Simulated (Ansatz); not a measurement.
ClF₂HOTi (SMILES [OH][Ti]([F])([F])[Cl])

```xyz
6

O    -0.4923    0.1805    1.2520
Ti   -0.0168   -0.0223   -0.4280
F    -1.2499    0.6703   -1.4504
F     0.1709   -1.7222   -0.7767
Cl    1.9067    0.9690   -0.7722
H    -0.2764   -0.1392    2.1293
```

Geometry: PBE0-D4/def2-TZVP.

The calculation used Ansatz, RKS PBE0-D4/def2-TZVPP.

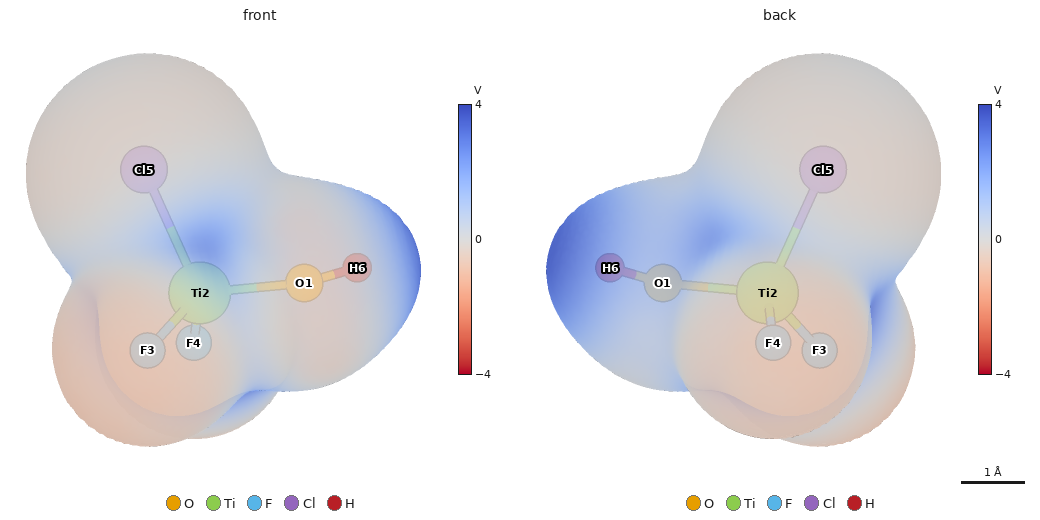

Figure 1. The molecular electrostatic potential painted on the density surface at 0.002 e/bohr³, seen from the front and from behind; the colour scale runs from red (negative) to blue (positive).

Q: Which sites attract a positive test charge, and which a negative one?

A: A positive charge is drawn to the negative regions and a negative charge to the positive ones. The most negative region (about −0.8 V) lies over F3, the most positive (about +3.4 V) over H6.

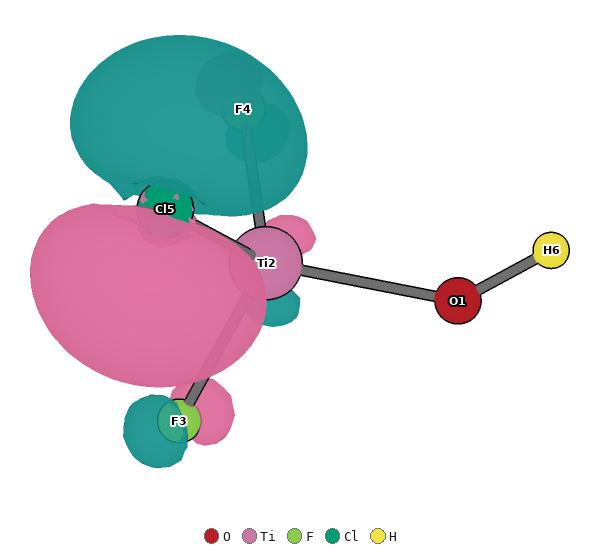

Figure 2. The HOMO−1 at ±0.15 Å⁻³ᐟ² (teal and pink are the two phases), seen from one side.

Q: What is the character of this orbital?

A: Its weight (Hirshfeld) is mainly on Cl5 (about 85 %) and Ti2 (about 10 %); largely a lone pair of Cl5. Its energy is −9.75 eV.

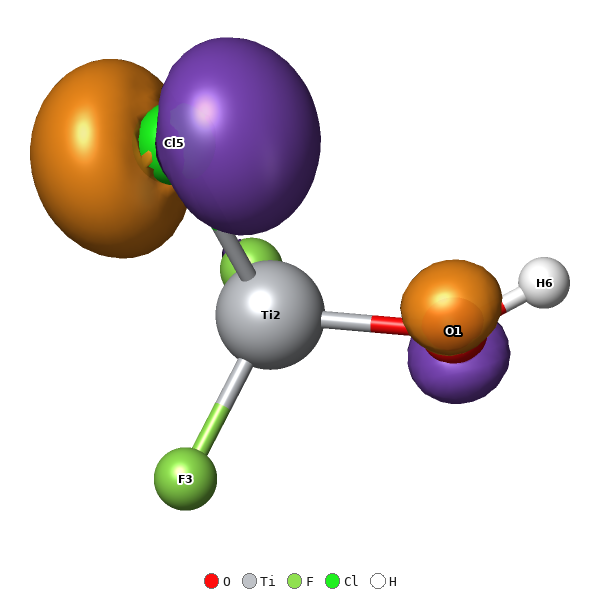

Figure 3. One frontier orbital at ±0.2 Å⁻³ᐟ² (orange and purple are the two phases), seen at an oblique angle.

Q: Which orbital is it: HOMO or LUMO?

A: The HOMO, at −9.62 eV. By Hirshfeld shares it lies mainly on Cl5 (about 80 %) and O1 (about 10 %); largely a lone pair of Cl5.
